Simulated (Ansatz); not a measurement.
# Geometry relaxation, with input and output: CH$_{7}$GeNO$_{2}$ (part 1 of 2)

CH$_{7}$GeNO$_{2}$, computed with RKS PBE-D4/def2-SVP (Ansatz 0.2.0).

It belongs to a series of runs on one base structure; here: end point A relaxed. Figures and captions count atoms from 1; the log counts them from 0 in places.

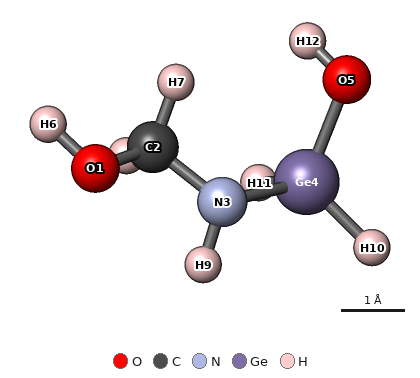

*The starting structure (ball-and-stick view, seen at a tilt; atoms are numbered from 1 in the order of the input). Sticks mark near contacts.*

**Summary**

| quantity | value |
| --- | --- |
| outcome | converged |
| total energy | −63225.6792 eV |
| mean-field energy | −63225.4389 eV |
| largest force (length of the vector) at the end | 0.020 eV/Å |
| hardware | 2 threads of AMD EPYC (Zen 3), 189 GiB of memory available, shared host |
| wall time | 3.3 min (CPU time 5.4 min) |
| peak memory | 0.18 GiB |

**Input file**
```yaml
crystal:
  periodic: [false, false, false]
  atoms:
    - { symbol: O, position_ang: [-1.7726, -0.4606, 1.6542] }
    - { symbol: C, position_ang: [-1.029, -0.188, 0.5131] }
    - { symbol: "N", position_ang: [0.3495, -0.2321, 0.8867] }
    - { symbol: Ge, position_ang: [1.5174, 0.0805, -0.6152] }
    - { symbol: O, position_ang: [1.2294, 1.7479, -1.19] }
    - { symbol: H, position_ang: [-2.7622, -0.3596, 1.3278] }
    - { symbol: H, position_ang: [-1.2378, 0.8225, 0.1036] }
    - { symbol: H, position_ang: [-1.2017, -0.9446, -0.2634] }
    - { symbol: H, position_ang: [0.5974, -1.1892, 1.2641] }
    - { symbol: H, position_ang: [2.9339, -0.1588, -0.2218] }
    - { symbol: H, position_ang: [1.0291, -0.9125, -1.7197] }
    - { symbol: H, position_ang: [0.4235, 1.7394, -1.7054] }
basis:
  gaussian: { orbitals: def2-SVP }
hamiltonian:
  xc: pbe
  dispersion: d4
relax:
  f_tol: 0.02
  max_steps: 50
output:
  orbitals: {}
```

Launched with:
```bash
ansatz run input.yaml --threads 2 --pin off --max-ram 3072MiB --backend cpu --events-out ev --progress --plain --runs-dir out
```

**Output**
```
The last accepted step is kept in [file] (removed where the run ends without a failure and the disk answers)
Engine: ansatz 0.2.0, x86_64-unknown-linux-gnu
Functional definition: PBE
  parameter kappa = 0.804
  parameter beta = 0.06672455060314922
  exchange = pbe_x(kappa = kappa, mu = beta*pi^2/3)
  correlation = pbe_c(beta = beta)
1373 factors; their error is unknown
mean field evaluation 1: about -63210.3613 eV, gradient 8.7e1 eV
mean field evaluation 2: about -63125.3853 eV, gradient 2.0e2 eV
mean field evaluation 4: about -63224.2974 eV, gradient 1.4e1 eV
mean field evaluation 8: about -63224.7108 eV, gradient 2.0e-1 eV
mean field evaluation 16: about -63224.6294 eV, gradient 2.0e-3 eV
mean field -63224.62938425 eV, -2323.4622746780 hartree, gradient 7.5e-5 eV, S^2 0.000000; 0 other end points of the search recorded, 0 dependent functions left out
the calculation of the forces begins
reference -63224.62942120 eV, -2323.4622760361 hartree; 34, 34 occupied and 89, 89 virtual orbitals, 1373 factors
relax step   1: F+E_penalty+E_count = -63224.85426489 eV  Δ(F+E_penalty+E_count) = +0.000e0 eV  max|allowed force component| = 3.323e0 eV/Å  Δτ_max = 0.0000 Å  (29 SCF iters, accepted)
these checks for a lower state are left out or cut short: starts, cluster_reference, orbital_swaps, neighbouring_geometries, increment
1373 factors; their error is unknown
mean field -63224.93866224 eV, -2323.4736404347 hartree, gradient 7.8e-6 eV, S^2 0.000000; 0 other end points of the search recorded, 0 dependent functions left out
[... from here on the field's lines of each further geometry are left out, up to the last ...]
relax step   2: F+E_penalty+E_count = -63225.16105333 eV  Δ(F+E_penalty+E_count) = -3.068e-1 eV  max|allowed force component| = 1.255e0 eV/Å  Δτ_max = 0.1674 Å  (30 SCF iters, accepted)
relax step   3: F+E_penalty+E_count = -63225.21945454 eV  Δ(F+E_penalty+E_count) = -5.840e-2 eV  max|allowed force component| = 3.360e-1 eV/Å  Δτ_max = 0.1109 Å  (30 SCF iters, accepted)
relax step   4: F+E_penalty+E_count = -63225.24214473 eV  Δ(F+E_penalty+E_count) = -2.269e-2 eV  max|allowed force component| = 2.629e-1 eV/Å  Δτ_max = 0.0678 Å  (30 SCF iters, accepted)
relax step   5: F+E_penalty+E_count = -63225.24796734 eV  Δ(F+E_penalty+E_count) = -5.823e-3 eV  max|allowed force component| = 2.490e-1 eV/Å  Δτ_max = 0.0172 Å  (31 SCF iters, accepted)
relax step   6: F+E_penalty+E_count = -63225.28205386 eV  Δ(F+E_penalty+E_count) = -3.409e-2 eV  max|allowed force component| = 1.735e-1 eV/Å  Δτ_max = 0.1992 Å  (36 SCF iters, accepted)
relax step   7: F+E_penalty+E_count = -63225.28477858 eV  Δ(F+E_penalty+E_count) = -2.725e-3 eV  max|allowed force component| = 1.500e-1 eV/Å  Δτ_max = 0.0154 Å  (31 SCF iters, accepted)
relax step   8: F+E_penalty+E_count = -63225.30048051 eV  Δ(F+E_penalty+E_count) = -1.570e-2 eV  max|allowed force component| = 1.295e-1 eV/Å  Δτ_max = 0.1427 Å  (29 SCF iters, accepted)
relax step   9: F+E_penalty+E_count = -63225.25690684 eV  Δ(F+E_penalty+E_count) = +4.357e-2 eV  max|allowed force component| = 1.225e0 eV/Å  Δτ_max = 0.1951 Å  (36 SCF iters, rejected (line search))
relax step  10: F+E_penalty+E_count = -63225.31224403 eV  Δ(F+E_penalty+E_count) = -1.176e-2 eV  max|allowed force component| = 7.067e-2 eV/Å  Δτ_max = 0.0975 Å  (30 SCF iters, accepted)
relax step  11: F+E_penalty+E_count = -63225.32252521 eV  Δ(F+E_penalty+E_count) = -1.028e-2 eV  max|allowed force component| = 1.906e-1 eV/Å  Δτ_max = 0.0975 Å  (30 SCF iters, accepted)
relax step  12: F+E_penalty+E_count = -63225.33253630 eV  Δ(F+E_penalty+E_count) = -1.001e-2 eV  max|allowed force component| = 4.351e-1 eV/Å  Δτ_max = 0.1463 Å  (27 SCF iters, accepted)
relax step  13: F+E_penalty+E_count = -63225.34858410 eV  Δ(F+E_penalty+E_count) = -1.605e-2 eV  max|allowed force component| = 3.977e-1 eV/Å  Δτ_max = 0.1254 Å  (28 SCF iters, accepted)
relax step  14: F+E_penalty+E_count = -63225.36681864 eV  Δ(F+E_penalty+E_count) = -1.823e-2 eV  max|allowed force component| = 4.615e-1 eV/Å  Δτ_max = 0.1950 Å  (28 SCF iters, accepted)
relax step  15: F+E_penalty+E_count = -63225.41198569 eV  Δ(F+E_penalty+E_count) = -4.517e-2 eV  max|allowed force component| = 1.606e-1 eV/Å  Δτ_max = 0.2000 Å  (35 SCF iters, accepted)
relax step  16: F+E_penalty+E_count = -63225.42707584 eV  Δ(F+E_penalty+E_count) = -1.509e-2 eV  max|allowed force component| = 1.025e0 eV/Å  Δτ_max = 0.1912 Å  (35 SCF iters, accepted)
relax step  17: F+E_penalty+E_count = -63225.45040202 eV  Δ(F+E_penalty+E_count) = -2.333e-2 eV  max|allowed force component| = 9.921e-1 eV/Å  Δτ_max = 0.1927 Å  (28 SCF iters, accepted)
relax step  18: F+E_penalty+E_count = -63225.51507799 eV  Δ(F+E_penalty+E_count) = -6.468e-2 eV  max|allowed force component| = 2.460e-1 eV/Å  Δτ_max = 0.1999 Å  (36 SCF iters, accepted)
relax step  19: F+E_penalty+E_count = -63225.55082130 eV  Δ(F+E_penalty+E_count) = -3.574e-2 eV  max|allowed force component| = 2.073e-1 eV/Å  Δτ_max = 0.1999 Å  (29 SCF iters, accepted)
relax step  20: F+E_penalty+E_count = -63225.56144048 eV  Δ(F+E_penalty+E_count) = -1.062e-2 eV  max|allowed force component| = 1.160e0 eV/Å  Δτ_max = 0.1960 Å  (30 SCF iters, accepted)
relax step  21: F+E_penalty+E_count = -63225.59386376 eV  Δ(F+E_penalty+E_count) = -3.242e-2 eV  max|allowed force component| = 8.395e-1 eV/Å  Δτ_max = 0.1939 Å  (30 SCF iters, accepted)
relax step  22: F+E_penalty+E_count = -63225.61339639 eV  Δ(F+E_penalty+E_count) = -1.953e-2 eV  max|allowed force component| = 5.347e-1 eV/Å  Δτ_max = 0.0995 Å  (29 SCF iters, accepted)
relax step  23: F+E_penalty+E_count = -63225.63766505 eV  Δ(F+E_penalty+E_count) = -2.427e-2 eV  max|allowed force component| = 4.330e-1 eV/Å  Δτ_max = 0.1964 Å  (30 SCF iters, accepted)
relax step  24: F+E_penalty+E_count = -63225.65784524 eV  Δ(F+E_penalty+E_count) = -2.018e-2 eV  max|allowed force component| = 4.081e-1 eV/Å  Δτ_max = 0.1928 Å  (30 SCF iters, accepted)
relax step  25: F+E_penalty+E_count = -63225.66617538 eV  Δ(F+E_penalty+E_count) = -8.330e-3 eV  max|allowed force component| = 5.047e-1 eV/Å  Δτ_max = 0.1523 Å  (30 SCF iters, accepted)
relax step  26: F+E_penalty+E_count = -63225.67495833 eV  Δ(F+E_penalty+E_count) = -8.783e-3 eV  max|allowed force component| = 3.079e-1 eV/Å  Δτ_max = 0.0604 Å  (30 SCF iters, accepted)
relax step  27: F+E_penalty+E_count = -63225.67806386 eV  Δ(F+E_penalty+E_count) = -3.106e-3 eV  max|allowed force component| = 6.747e-2 eV/Å  Δτ_max = 0.0372 Å  (31 SCF iters, accepted)
relax step  28: F+E_penalty+E_count = -63225.67889082 eV  Δ(F+E_penalty+E_count) = -8.270e-4 eV  max|allowed force component| = 4.119e-2 eV/Å  Δτ_max = 0.0284 Å  (31 SCF iters, accepted)
the calculation of the forces begins
reference -63225.43892627 eV, -2323.4920247985 hartree; 34, 34 occupied and 89, 89 virtual orbitals, 1373 factors
relax step  29: F+E_penalty+E_count = -63225.67917839 eV  Δ(F+E_penalty+E_count) = -2.876e-4 eV  max|allowed force component| = 1.327e-2 eV/Å  Δτ_max = 0.0121 Å  (31 SCF iters, accepted)
1373 factors; their error is unknown
mean field evaluation 224: about -63154.4780 eV, gradient 1.8e2 eV
```

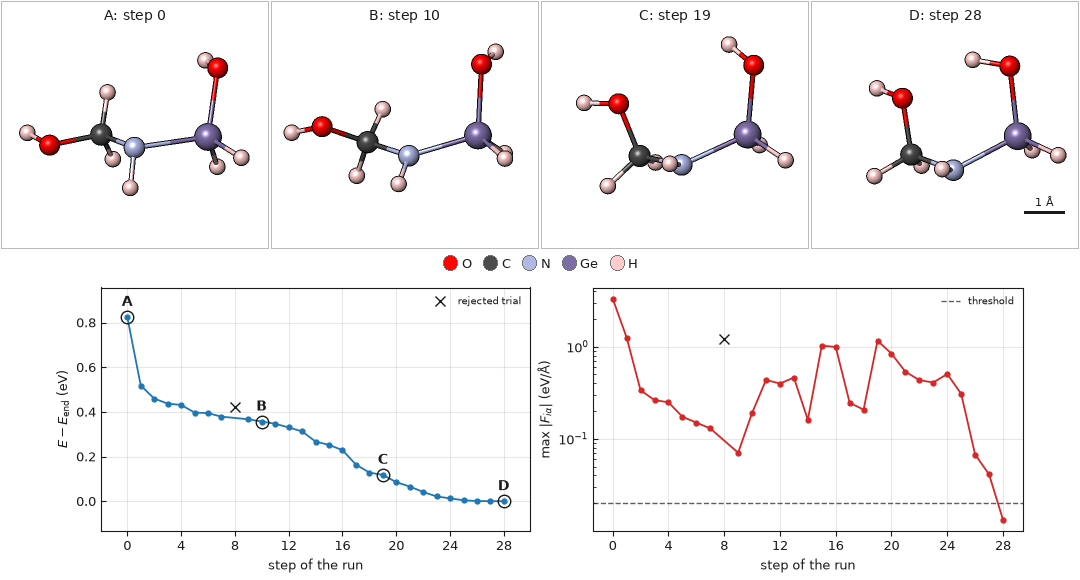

*Frames of the relaxation (ball-and-stick view, seen at a tilt) above the curves, on which the letters mark them (the first geometry is step 0 here and step 1 in the log).*

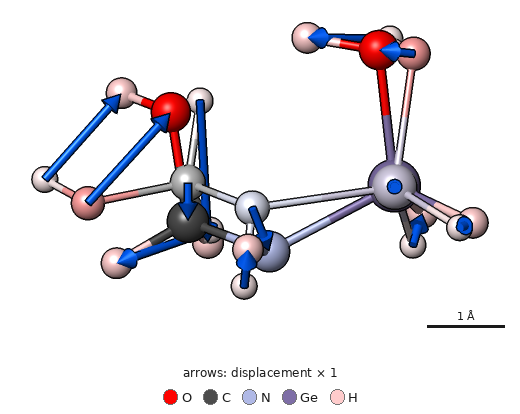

*Start (faint) and end (solid) with the displacements as blue arrows, at true length (ball-and-stick view, seen at a tilt). The two geometries are laid on each other by the best rigid fit.*

H7 moves most after the best rigid fit: 2.06 Å. By element the largest moves are H 2.06 Å, O 1.65 Å, N 0.69 Å, C 0.51 Å, Ge 0.22 Å. Among the contacts that change: O1–H6 1.047 → 0.977 Å, O1–C2 1.389 → 1.449 Å, N3–Ge4 1.928 → 1.871 Å, Ge4–H10 1.489 → 1.546 Å. Among the angles that change: Ge4–N3–H9 106.4° → 112.6°, O5–Ge4–H10 112.8° → 107.6°, C2–O1–H6 103.4° → 108.4°. After 28 geometry steps the energy has fallen by 0.825 eV. Largest force component: 3.3 eV/Å at the start, 0.013 eV/Å at the end. The line search rejected the trial step at point 8 (counted from 0) and went back. (Atoms are counted from 1 in the order of the input.)

```
mean field -63225.43888901 eV, -2323.4920234293 hartree, gradient 2.3e-5 eV, S^2 0.000000; 1 other end points of the search recorded, 0 dependent functions left out
the calculation of the forces begins
reference -63225.43892627 eV, -2323.4920247985 hartree; 34, 34 occupied and 89, 89 virtual orbitals, 1373 factors
Total energy: -63225.67921565 eV, -2323.5008552706 hartree
Atom 0 at    -1.286895     0.708118     0.697562 Å, force    -0.006729     0.008941     0.008463 eV/Å
Atom 1 at    -1.009000    -0.693268     0.456046 Å, force     0.012957    -0.010317    -0.006146 eV/Å
Atom 2 at     0.394847    -0.934684     0.434951 Å, force    -0.003858     0.010895    -0.000061 eV/Å
Atom 3 at     1.355420     0.072490    -0.815981 Å, force     0.000428     0.008581     0.006519 eV/Å
Atom 4 at     1.145787     1.826833    -0.473837 Å, force     0.007553    -0.013267    -0.013013 eV/Å
Atom 5 at    -2.245116     0.857343     0.580223 Å, force     0.001105    -0.002450    -0.002860 eV/Å
Atom 6 at    -1.443573    -0.996152    -0.528000 Å, force    -0.001163     0.001190    -0.000244 eV/Å
Atom 7 at    -1.491982    -1.316189     1.246801 Å, force    -0.002757    -0.002172     0.004253 eV/Å
Atom 8 at     0.802073    -0.886602     1.376651 Å, force    -0.002748    -0.002617    -0.009070 eV/Å
Atom 9 at     2.859173    -0.254079    -0.671713 Å, force    -0.002198    -0.001807    -0.001851 eV/Å
Atom 10 at     0.748567    -0.316570    -2.193600 Å, force     0.004258    -0.003856     0.003497 eV/Å
Atom 11 at     0.247600     1.877661    -0.075102 Å, force    -0.006849     0.006879     0.010514 eV/Å
Dipole moment:    -0.517243    -0.304280     0.173617 e Å
```

**Trajectory as extended XYZ (Å, eV, eV/Å), 18 of the 29 frames kept, from step=1 to step=29**
```
12
Properties=species:S:1:pos:R:3:forces:R:3 step=1 energy=-63224.85427
O    -1.7726   -0.4606    1.6542   -3.3233   0.2828  -0.3647
C    -1.0290   -0.1880    0.5131    0.7179  -0.0859   0.1885
N     0.3495   -0.2321    0.8867    2.0446  -0.3150  -0.2048
Ge    1.5174    0.0805   -0.6152   -1.8296  -0.6024   0.6744
O     1.2294    1.7479   -1.1900    0.8745   0.1671   0.4657
H    -2.7622   -0.3596    1.3278    2.3753  -0.3887   1.1034
H    -1.2378    0.8225    0.1036   -0.0447   0.2680  -0.2513
H    -1.2017   -0.9446   -0.2634   -0.7008  -0.4696  -0.8581
H     0.5974   -1.1892    1.2641   -0.3779   0.8871  -0.2604
H     2.9339   -0.1588   -0.2218    0.9217   0.0896   0.3116
H     1.0291   -0.9125   -1.7197    0.1034   0.0336  -0.2455
H     0.4235    1.7394   -1.7054   -0.7611   0.1334  -0.5588
12
Properties=species:S:1:pos:R:3:forces:R:3 step=3 energy=-63225.21945
O    -1.7852   -0.3735    1.7305    0.3360   0.0926  -0.1501
C    -1.0785   -0.2588    0.5065    0.0337   0.0980   0.0190
N     0.3420   -0.2471    0.8077   -0.2076  -0.3146  -0.1833
Ge    1.4770    0.0506   -0.6390   -0.0188   0.1451   0.0765
O     1.3266    1.7798   -1.1373   -0.2876  -0.0970  -0.2127
H    -2.7287   -0.4067    1.5045   -0.1978  -0.0580  -0.0042
H    -1.3011    0.7096   -0.0226    0.0128  -0.0931   0.0566
H    -1.3977   -1.0864   -0.2039    0.0992   0.0915   0.1543
H     0.5965   -1.1182    1.3017   -0.0068   0.1394   0.0274
H     2.9314   -0.1415   -0.1415   -0.1145  -0.0206  -0.0278
H     1.0852   -0.8391   -1.8711    0.0596   0.0329   0.0021
H     0.6093    1.8762   -1.8015    0.2917  -0.0162   0.2421
12
Properties=species:S:1:pos:R:3:forces:R:3 step=4 energy=-63225.24214
O    -1.7720   -0.3294    1.7454    0.2251   0.1043  -0.1541
C    -1.0947   -0.2692    0.5010    0.0327  -0.0387   0.0613
N     0.3273   -0.2613    0.7751   -0.2629  -0.2049  -0.1050
Ge    1.4665    0.0547   -0.6489    0.1382   0.1210   0.0024
O     1.3355    1.7921   -1.1153   -0.1594  -0.0646  -0.1052
H    -2.7190   -0.4243    1.5476   -0.1289  -0.0546  -0.0030
H    -1.3233    0.6757   -0.0649    0.0140  -0.0756   0.0482
H    -1.4280   -1.1296   -0.1615    0.0566   0.1285   0.1288
H     0.5904   -1.0998    1.3133    0.0091   0.0787   0.0168
H     2.9074   -0.1607   -0.1312   -0.0512  -0.0168  -0.0016
H     1.1247   -0.8092   -1.9115   -0.0090   0.0279  -0.0010
H     0.6621    1.9060   -1.8152    0.1357  -0.0053   0.1125
12
Properties=species:S:1:pos:R:3:forces:R:3 step=6 energy=-63225.28205
O    -1.7588   -0.1805    1.7638   -0.0072  -0.0076   0.0494
C    -1.1374   -0.3016    0.4983   -0.1066   0.0457  -0.1735
N     0.2830   -0.3301    0.6881    0.0923  -0.1033   0.0897
Ge    1.4641    0.0750   -0.6658    0.0038   0.0651  -0.0149
O     1.3173    1.8282   -1.0576   -0.0958   0.0141  -0.0608
H    -2.6756   -0.5006    1.6709    0.0736   0.0133  -0.0214
H    -1.3612    0.5810   -0.1590    0.0061  -0.0522  -0.0163
H    -1.5322   -1.2124   -0.0393   -0.0456   0.0237   0.0646
H     0.5737   -1.0879    1.3192    0.0164   0.0659  -0.0377
H     2.8742   -0.1760   -0.0854   -0.0136  -0.0313  -0.0014
H     1.1875   -0.7032   -1.9973    0.0070   0.0011   0.0156
H     0.8424    1.9531   -1.9019    0.0694  -0.0345   0.1066
12
Properties=species:S:1:pos:R:3:forces:R:3 step=8 energy=-63225.30048
O    -1.7246   -0.0937    1.7545   -0.0410   0.0484   0.0936
C    -1.1608   -0.3538    0.4840    0.0731   0.0207  -0.1295
N     0.2644   -0.4052    0.6128   -0.0247   0.0291   0.0430
Ge    1.4641    0.0908   -0.6792   -0.0042   0.0227  -0.0465
O     1.2901    1.8552   -1.0076   -0.0004  -0.0090   0.1138
H    -2.6401   -0.4278    1.7301    0.0240   0.0149   0.0244
H    -1.3987    0.4583   -0.2510    0.0073  -0.0096  -0.0372
H    -1.5972   -1.3024    0.0691   -0.0548  -0.0753  -0.0162
H     0.5847   -1.0538    1.3358    0.0310  -0.0470   0.0315
H     2.8595   -0.1860   -0.0751    0.0007  -0.0123   0.0042
H     1.2279   -0.6281   -2.0482    0.0106  -0.0011  -0.0041
H     0.9076    1.9913   -1.8913   -0.0216   0.0185  -0.0772
```
